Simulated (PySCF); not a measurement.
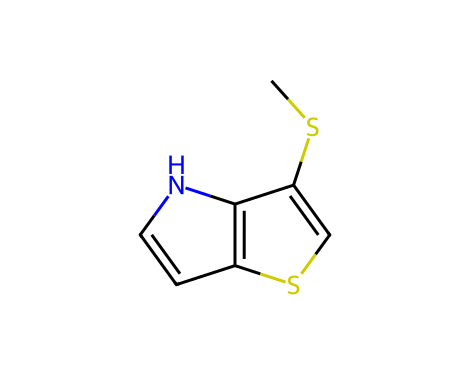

2D structure.

**Transcribe the drawing into SMILES.**

CSc1csc2cc[nH]c12

**Give the formula, hydrogens included.**

C7H7NS2.

The parts below concern this one geometry. Atoms keep their numbers from picture to picture. Computed geometry: PBE0-D3(BJ)/def2-SVP optimisation. No frequency run is at hand to confirm it as a minimum.

## Electronic properties

No frequency run is at hand to confirm it as a minimum. Method: ωB97X-D/def2-SVPD, gas phase (PySCF 2.14.0). Excitations: vertical, linear response.

**What is the dipole moment?**

1.87 D.

**Estimate the HOMO energy (Kohn–Sham orbital).**

−7.39 eV.

**Estimate the brightest of the 6 lowest singlets.**

5.32 eV.

**Estimate the lowest vertical singlet excitation.**

4.99 eV.

## Quadrupole coupling

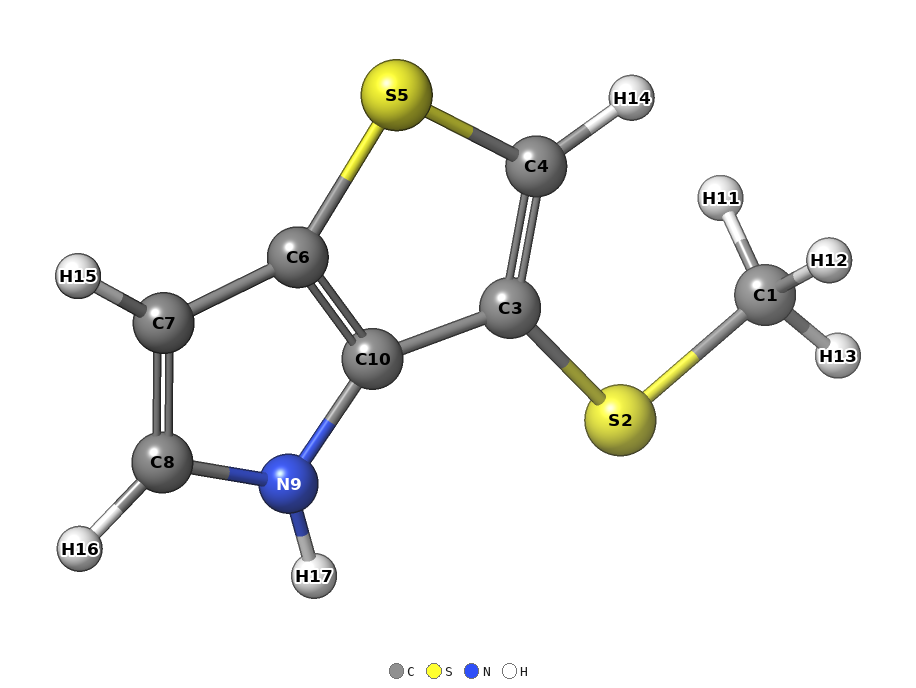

No frequency run is at hand to confirm it as a minimum. Electric field gradients from the ground-state density, PBE0/pcSseg-1 in chloroform (IEF-PCM) (PySCF 2.14.0), non-relativistic apart from any core potentials.

Give the largest field-gradient component, the quadrupole coupling constant and the asymmetry for 33S at S2 (Q = −67.81 mb), 33S at S5 (Q = −67.81 mb), 14N at N9 (Q = 20.44 mb), 2H at H11 (Q = 2.86 mb), 2H at H12 (Q = 2.86 mb), 2H at H13 (Q = 2.86 mb), 2H at H14 (Q = 2.86 mb).

```json
{"atom": "S2", "V_zz (a.u.)": "−2.809", "e²qQ/h (MHz)": "44.8", "η": "0.72"}
{"atom": "S5", "V_zz (a.u.)": "2.108", "e²qQ/h (MHz)": "−33.6", "η": "0.91"}
{"atom": "N9", "V_zz (a.u.)": "−0.723", "e²qQ/h (MHz)": "−3.47", "η": "0.12"}
{"atom": "H11", "V_zz (a.u.)": "0.287", "e²qQ/h (MHz)": "0.193", "η": "0.03"}
{"atom": "H12", "V_zz (a.u.)": "0.287", "e²qQ/h (MHz)": "0.193", "η": "0.03"}
{"atom": "H13", "V_zz (a.u.)": "0.290", "e²qQ/h (MHz)": "0.195", "η": "0.06"}
{"atom": "H14", "V_zz (a.u.)": "0.313", "e²qQ/h (MHz)": "0.211", "η": "0.13"}
```

## NMR shielding

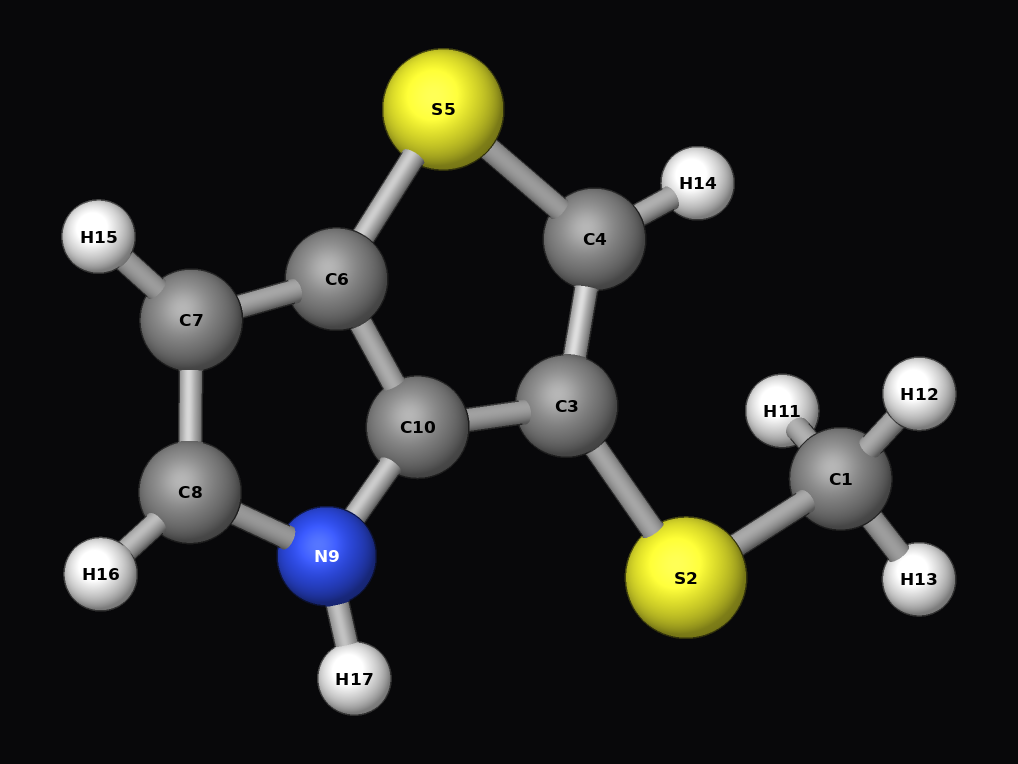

No frequency run is at hand to confirm it as a minimum. Properties computed with GIAO PBE0/pcSseg-1 NMR shielding, non-relativistic, IEF-PCM chloroform (PySCF 2.14.0). Principal shieldings σ11 ≤ σ22 ≤ σ33, span Ω = σ33 − σ11, skew κ = 3(σiso − σ22)/Ω.

Give the shielding tensors of the N atoms.

```json
{"atom": "N9", "σ11": "31.5", "σ22": "107.3", "σ33": "192.5", "σiso": "110.4", "Ω": "161.0", "κ": "0.06"}
```

Shieldings and span in ppm.
